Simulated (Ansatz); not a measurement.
**Al₂H₂SF₂: molecular dynamics**

The run: molecular dynamics of Al₂H₂SF₂. Method and program: RKS PBE, rpa/6-31G* (Ansatz 0.2.0).

The geometry comes from this level: PBE0-D4/def2-TZVP.

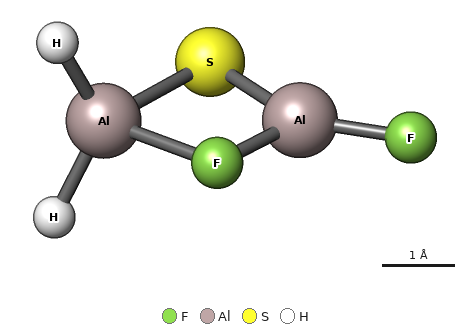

**Figure 1.** The structure as given in the input (ball-and-stick view, seen at a tilt). Sticks mark near contacts. Bond lengths as drawn: Al–F 1.63 to 1.99 Å, Al–H 1.58 Å and Al–S 2.09 to 2.31 Å.

The input:
```yaml
crystal:
  periodic: [false, false, false]
  atoms:
    - {symbol: F, position_ang: [0.390829, -0.718030, 0.874585]}
    - {symbol: Al, position_ang: [0.291860, -1.282753, -0.757261]}
    - {symbol: F, position_ang: [0.749911, -2.825340, -1.001760]}
    - {symbol: S, position_ang: [-0.429245, 0.430939, -1.713170]}
    - {symbol: Al, position_ang: [-0.271093, 1.117642, 0.489565]}
    - {symbol: H, position_ang: [-1.648693, 1.178844, 1.258251]}
    - {symbol: H, position_ang: [0.977830, 2.030699, 0.804089]}
basis:
  gaussian: {orbitals: "6-31G*"}
hamiltonian: {xc: {name: PBE}}
correlation: {method: rpa}
md: {timestep: 0.5 fs, n_steps: 20, ensemble: nve, temperature: 500, initial_velocities: maxwell_boltzmann, seed: 270}
```

Launched with:
```bash
ansatz run in.yaml --threads 2 --pin off --events-out ev --progress --plain --max-ram 4352MiB
```

Output:
```
Error: forces are implemented only for Hartree–Fock and Kohn–Sham states of molecules, for MP2, coupled cluster and FCI on these and for active spaces without a correction or with SC-NEVPT2: ask for no forces
```

Outcome:

```csv
quantity,value
outcome,refused by the program
hardware,"2 threads of Arm Neoverse V1, 23 GiB of memory available, shared host"
```

What went wrong:

The program refused the input: “forces are implemented only for Hartree–Fock and Kohn–Sham states of molecules, for MP2, coupled cluster and FCI on these and for active spaces without a correction or with SC-NEVPT2: ask for no forces”
